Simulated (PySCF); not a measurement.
# CH5ClGe (Chloromethylgermane): the cost of one run

Computed with PySCF 2.14.0 and routines of our own; the level stands in each step. Atoms count from 0.

## (1) The system as given

8 atoms, charge 0, multiplicity 1; geometry from: GFN2-xTB.

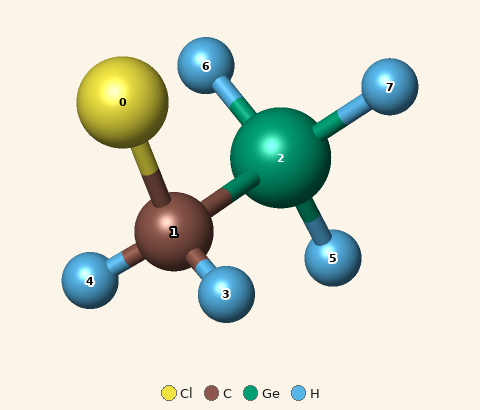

The starting geometry (chlorine yellow, carbon brown, germanium teal, hydrogen blue).

## (2) Relaxing the molecule at PBE0-D3(BJ)/def2-SVP

What the job is given:

```
{"job": {"xc": "PBE0", "basis": "def2-SVP", "d3": "d3bj", "grid": 1, "maxiter": 30, "shake": 0.01, "kind": "geom"}, "charge": 0, "multiplicity": 1}
Cl    -1.631280     1.210130     0.753220
C     -0.991130    -0.186120    -0.100890
Ge     0.955300     0.003640    -0.021290
H     -1.327220    -1.065810     0.404310
H     -1.381990    -0.172720    -1.123020
H      1.642290    -1.136300    -0.702990
H      1.378820     1.279170    -0.672150
H      1.410340     0.048870     1.410340
```

Launch:

```sh
$ OMP_NUM_THREADS=1 python heavy_run.py task.json out
```

One launch serves the whole session: the jobs run in the order shown.

**Question.** How long does this first job take on 1 thread of Arm Neoverse V1, shared host, and how much memory does it need?

About 11 s, with a peak of 0.36 GiB.
